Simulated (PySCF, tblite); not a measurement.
# C₆H₉N: dynamics, then NMR shifts on frames, part 2 of 2

tblite 0.8.0 and PySCF 2.14.0. Atoms count from 0.

## Step 6: NMR shieldings: 800 fs, PBE0/pcSseg-1

Job settings and geometry (Å):

```
{"job": {"kind": "nmr", "xc": "PBE0", "basis": "pcSseg-1", "pop": false}, "charge": 0, "multiplicity": 1}
C      0.357000    -0.567900     3.955200
C     -0.196000    -0.831300     2.778000
C      0.025600    -0.119700     1.473700
C     -0.810000    -0.688800     0.308600
N     -1.453400    -1.749700     0.613100
C     -0.604400    -0.033700    -1.029900
C     -1.554200     0.173100    -1.951500
H      1.065800     0.264900     4.029500
H     -0.049500    -0.800900     4.951000
H     -0.986800    -1.525900     2.635400
H     -0.412300     0.869900     1.669400
H      1.006400     0.047900     1.073400
H     -1.972900    -2.269400    -0.079600
H      0.376200     0.509100    -1.219200
H     -2.633200    -0.107400    -1.905100
H     -1.302200     0.813000    -2.884900
```

With the program's defaults for keys left out, this is: GIAO PBE0/pcSseg-1 NMR shielding, non-relativistic, gas phase.

What it wrote:

```text
coarse grid: 13160 points
cycle   1  E = -288.2225654020  dE =  6.960e-01  |g| = 4.852e-01  |ddm| = 3.605e+00
cycle   2  E = -288.1588513442  dE =  6.371e-02  |g| = 7.371e-01  |ddm| = 1.351e+00
cycle   3  E = -288.2779475949  dE = -1.191e-01  |g| = 1.496e-01  |ddm| = 9.024e-01
cycle   4  E = -288.2832846735  dE = -5.337e-03  |g| = 2.962e-02  |ddm| = 1.485e-01
cycle   5  E = -288.2834828156  dE = -1.981e-04  |g| = 9.250e-03  |ddm| = 3.855e-02
cycle   6  E = -288.2835005907  dE = -1.778e-05  |g| = 3.669e-03  |ddm| = 8.976e-03
cycle   7  E = -288.2835039769  dE = -3.386e-06  |g| = 8.456e-04  |ddm| = 3.705e-03
final grid: 126592 points
cycle   8  E = -288.3242836303  dE = -3.100e-05  |g| = 6.646e-03  |ddm| = 3.145e-02
cycle   9  E = -288.3242833068  dE =  3.235e-07  |g| = 6.941e-03  |ddm| = 1.236e-02
cycle  10  E = -288.3242950360  dE = -1.173e-05  |g| = 1.115e-03  |ddm| = 6.542e-03
cycle  11  E = -288.3242953123  dE = -2.763e-07  |g| = 2.852e-04  |ddm| = 1.284e-03
cycle  12  E = -288.3242953292  dE = -1.689e-08  |g| = 5.498e-05  |ddm| = 2.458e-04
cycle  13  E = -288.3242953297  dE = -5.030e-10  |g| = 3.357e-05  |ddm| = 7.194e-05
cycle  14  E = -288.3242953300  dE = -2.700e-10  |g| = 6.321e-06  |ddm| = 2.875e-05
converged SCF energy = -288.3242953300

GIAO shielding tensors (ppm)
atom      isotropic    diamagn.    paramagn.     s11        s22        s33       span
  0 C       68.601     252.425    -183.824    -38.995     77.716    167.083    206.078
  1 C       40.815     251.992    -211.177    -77.950     32.143    168.252    246.203
  2 C      141.640     253.118    -111.478    125.329    130.331    169.259     43.930
  3 C        6.910     252.721    -245.812   -102.699      0.834    122.593    225.292
  4 N      -79.524     318.199    -397.724   -397.952    -85.628    245.007    642.959
  5 C       39.012     257.432    -218.420    -77.735     57.023    137.748    215.483
  6 C       49.002     253.355    -204.354    -57.965     45.956    159.015    216.980
  7 H       26.376      30.496      -4.121     23.965     24.847     30.314      6.350
  8 H       25.622      25.950      -0.328     23.899     24.709     28.257      4.358
  9 H       23.890      31.409      -7.519     20.420     21.862     29.389      8.968
 10 H       28.352      32.246      -3.894     23.485     29.617     31.955      8.470
 11 H       29.041      32.956      -3.914     25.182     29.797     32.145      6.963
 12 H       20.034      33.464     -13.431     11.309     23.449     25.344     14.035
 13 H       24.213      31.968      -7.755     22.122     22.345     28.172      6.051
 14 H       24.841      29.592      -4.751     22.158     24.519     27.846      5.689
 15 H       24.814      27.581      -2.767     22.954     23.633     27.854      4.900
```

It took 17 s on 1 thread of Arm Neoverse V1, shared host; peak memory 0.81 GiB.

Key values: δ C3 180.0, C5 147.9, C1 146.1, C6 137.9, H12 11.68, H9 7.83 ppm.

## Step 7: NMR shieldings: 1000 fs, PBE0/pcSseg-1

Job settings and geometry (Å):

```
{"job": {"kind": "nmr", "xc": "PBE0", "basis": "pcSseg-1", "pop": false}, "charge": 0, "multiplicity": 1}
C      0.394100    -0.091700     3.723400
C     -0.137800    -0.520500     2.587700
C      0.133800    -0.005400     1.206600
C     -0.930900    -0.317100     0.215600
N     -2.055000    -0.669200     0.657200
C     -0.597500    -0.164300    -1.212200
C     -0.641400     1.009800    -1.774400
H      1.190000     0.581000     3.927600
H      0.110200    -0.587600     4.654800
H     -0.858000    -1.341000     2.596900
H      0.499700     0.992200     1.372400
H      1.046500    -0.579300     0.976500
H     -2.757100    -0.974800    -0.033500
H     -0.312500    -0.967200    -1.851000
H     -0.948100     1.831600    -1.148400
H     -0.445500     1.230000    -2.770800
```

Level: GIAO PBE0/pcSseg-1 NMR shielding, non-relativistic, gas phase.

What it wrote:

```text
coarse grid: 13160 points
cycle   1  E = -288.2227579270  dE =  9.657e-01  |g| = 5.035e-01  |ddm| = 3.637e+00
cycle   2  E = -288.1815404836  dE =  4.122e-02  |g| = 6.840e-01  |ddm| = 1.241e+00
cycle   3  E = -288.2813954342  dE = -9.985e-02  |g| = 1.592e-01  |ddm| = 7.830e-01
cycle   4  E = -288.2872889707  dE = -5.894e-03  |g| = 2.801e-02  |ddm| = 1.550e-01
cycle   5  E = -288.2874733943  dE = -1.844e-04  |g| = 4.648e-03  |ddm| = 3.860e-02
cycle   6  E = -288.2874778371  dE = -4.443e-06  |g| = 1.788e-03  |ddm| = 5.708e-03
final grid: 126592 points
cycle   7  E = -288.3273200143  dE = -3.639e-05  |g| = 7.822e-03  |ddm| = 3.188e-02
cycle   8  E = -288.3273150562  dE =  4.958e-06  |g| = 9.070e-03  |ddm| = 1.657e-02
cycle   9  E = -288.3273354792  dE = -2.042e-05  |g| = 1.773e-03  |ddm| = 9.522e-03
cycle  10  E = -288.3273362704  dE = -7.912e-07  |g| = 1.759e-04  |ddm| = 1.521e-03
cycle  11  E = -288.3273362771  dE = -6.693e-09  |g| = 6.350e-05  |ddm| = 2.178e-04
cycle  12  E = -288.3273362779  dE = -7.967e-10  |g| = 3.052e-05  |ddm| = 7.011e-05
converged SCF energy = -288.3273362779

GIAO shielding tensors (ppm)
atom      isotropic    diamagn.    paramagn.     s11        s22        s33       span
  0 C       73.556     247.681    -174.125    -29.453     81.153    168.968    198.421
  1 C       38.305     253.933    -215.627    -75.394     33.598    156.713    232.107
  2 C      146.034     247.432    -101.397    130.859    134.253    172.991     42.132
  3 C        7.048     251.090    -244.042   -105.171     -0.150    126.465    231.636
  4 N      -96.102     318.195    -414.297   -418.802    -92.308    222.803    641.606
  5 C       42.611     257.744    -215.133    -82.837     60.152    150.519    233.355
  6 C       62.109     255.642    -193.533    -55.720     70.087    171.961    227.681
  7 H       26.564      30.623      -4.059     24.371     25.988     29.331      4.960
  8 H       26.556      25.443       1.113     24.453     24.712     30.502      6.048
  9 H       24.506      30.101      -5.595     21.934     22.763     28.821      6.887
 10 H       28.374      32.185      -3.811     24.274     29.875     30.972      6.697
 11 H       28.140      31.385      -3.245     23.186     29.440     31.795      8.609
 12 H       20.804      31.519     -10.716     12.479     24.769     25.163     12.684
 13 H       25.092      32.413      -7.321     22.546     25.220     27.510      4.964
 14 H       26.763      32.143      -5.380     22.482     26.280     31.526      9.044
 15 H       26.695      31.446      -4.751     23.707     27.255     29.124      5.417
```

Wall time 16 s (1 thread of Arm Neoverse V1, shared host); peak memory 0.81 GiB.

This run: δ C3 179.9, C1 148.6, C5 144.3, C6 124.8, H12 10.91, H9 7.21 ppm.

## Step 8: Side by side: NMR shifts

Shifts (ppm) of some atoms, chosen among heavy atoms and hydrogens apart, with basis size and wall time:

```csv
frame,C5,C1,C6,C2,H14,H15,N4,functions,time
250 fs,149.5,141.0,123.4,59.4,6.45,5.09,335.0,164,24 s
425 fs,163.3,154.2,142.6,50.8,6.10,6.21,348.5,164,17 s
625 fs,145.0,160.0,139.9,51.4,8.14,7.47,349.2,164,17 s
800 fs,147.9,146.1,137.9,45.3,6.88,6.90,347.3,164,17 s
1000 fs,144.3,148.6,124.8,40.9,4.95,5.02,363.8,164,16 s
```

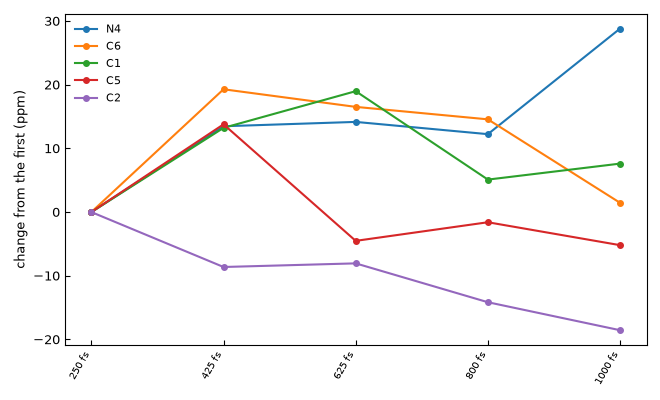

How five of the tabulated atoms move from run to run.

## Step 9: Results

The summary covers parts 1 to 2.

```
                                      quantity                                                      value
                                    thermostat                                                      400 K
                 mean temperature, second half                                                      422 K
       mean potential energy above the minimum                                                    0.85 eV
¹³C shifts against TMS (PBE0/pcSseg-1, 250 fs)                173.6, 149.5, 141.0, 123.4, 122.0, 59.4 ppm
 ¹H shifts against TMS (PBE0/pcSseg-1, 250 fs)  11.44, 6.90, 6.45, 5.98, 5.91, 5.77, 5.09, 3.64, 2.42 ppm
¹⁵N shifts against NH3 (PBE0/pcSseg-1, 250 fs)                                                  335.0 ppm
         surface potential, 1st and 99th percentile                                         -1.78 V and 1.26 V
                      range of the shift of N4                                         335.0 to 363.8 ppm
```

In the second half the potential energy averages 0.85 eV above the minimum; equipartition over 42 harmonic modes at 400 K would give 0.72 eV. With 16 atoms the temperature swings widely (144 to 539 K). Shifts at one fixed geometry are not the observed spectrum, which averages over the motion. In the first frame run (250 fs): The largest span, 619 ppm, is at N4, where the paramagnetic term is -387 ppm. At PBE0/pcSseg-1, counted by nearest atom on the grid, the HOMO lies on N4 53 %; H12 10 %, the LUMO on C6 23 %; N4 18 %. In ppm, N4 moves most: its shift spreads over 28.8 ppm, from 335.0 (250 fs) to 363.8 (1000 fs).
